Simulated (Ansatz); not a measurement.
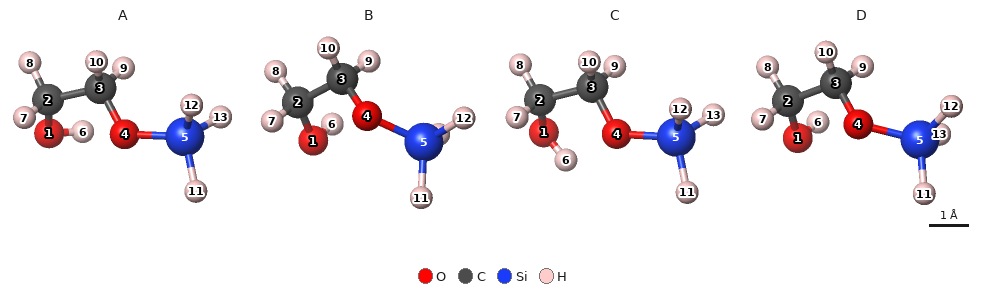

4 geometries from a converged minimum-energy path of C₂H₈O₂Si, shuffled. The picture is a ball-and-stick view, seen at a tilt.

Level of theory: Ansatz, RKS r2SCAN-D4/def2-SVP. Run with 7 movable images; climbing image; force threshold 0.05 eV/Å; iteration limit 54; starting path through a guess of the saddle point.

Which frame is the top of the path?

A. In order along the path, whose images run from 0 to 8: C (image 0, 0.000 eV), A (image 3, +0.186 eV), D (image 5, +0.153 eV), B (image 6, +0.117 eV). The motion is a rotation about the O1–C2 bond by about 115°, with a turn of about 120° about C3–O4, with a turn of about 95° about O4–Si5. No bond forms or breaks between the ends. Bond angles that change up to the highest image, for instance: O1–C2–H7 112.1° → 107.8°, O1–C2–H8 108.0° → 111.8°.

The run took 8.2 min on 2 threads of Arm Neoverse V1, on a shared host, peak memory 0.17 GiB.
